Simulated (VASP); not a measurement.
```
CELL_PARAMETERS angstrom
      0.00000     2.38880     2.38880
      2.38880     0.00000     2.38880
      2.38880     2.38880     0.00000
ATOMIC_POSITIONS crystal
  B  0.00000 0.00000 0.00000
  As 0.25000 0.25000 0.25000
```

Computed with PBEsol GGA, VASP's PBE PAW potentials (set 64) (plane waves; VASP). Numerical set-up: 520 eV cut-off, 11×11×11 Γ-centred mesh, tetrahedra with Blöchl corrections, potentials B As.

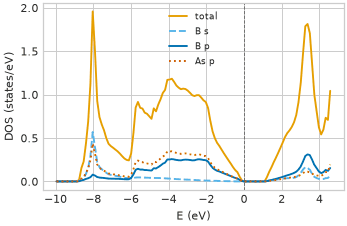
Figure: Total and projected density of states, zero at the valence-band maximum

Within 2 eV below the valence-band maximum the largest weight inside VASP's projection spheres is As p, then B p.

It has a band gap.

The compound is BAs in the zinc blende structure. It was relaxed first.
